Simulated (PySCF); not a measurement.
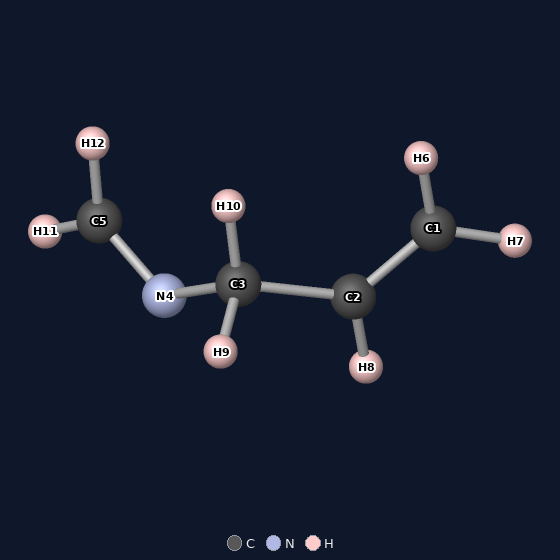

Geometry used (C₄H₇N, SMILES C=CCN=C).

GIAO shifts, PBE0/pcSseg-1, PySCF 2.14.0, at a GFN2-xTB geometry (no frequency check), against TMS for ¹³C and NH₃ for ¹⁵N computed at the same level (¹⁵N: a single molecule, while the usual scales start at liquid NH₃ or nitromethane; multiply bonded nitrogen can come out tens of ppm too deshielded). Gas phase, fully decoupled, line heights follow the number of nuclei, widths are arbitrary (no quadrupolar broadening); values of one conformer, averaged over nuclei that symmetry, rotation about single bonds or inversion at nitrogen exchange, these motions taken as fast; other conformers aren't averaged in.

Which ¹³C signals does it give?

4 signals.


```csv
δ (ppm),nuclei,atoms
154.4,1,C5
146.9,1,C2
119.8,1,C1
74.4,1,C3
```

How many ¹⁵N lines appear, and where?

1 signal.


```
δ (ppm)  nuclei  atoms
  411.4       1     N4
```

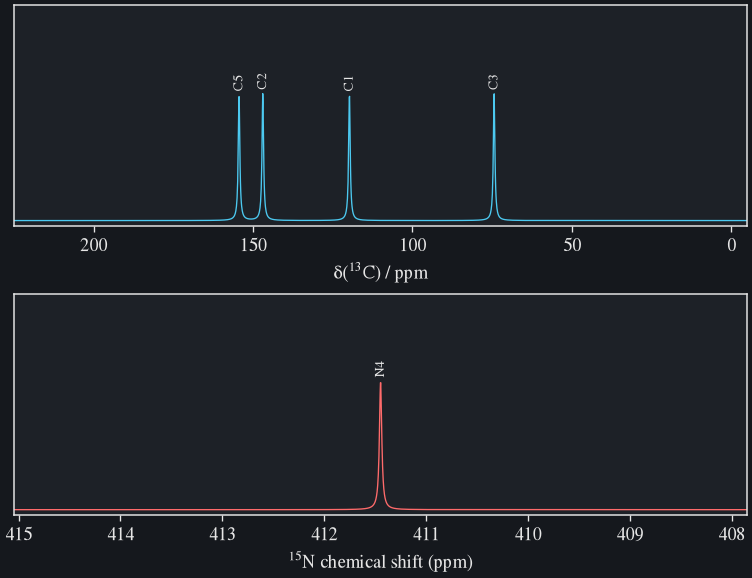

Caveats: the tight-binding geometry is rougher than a DFT one and adds to the error.
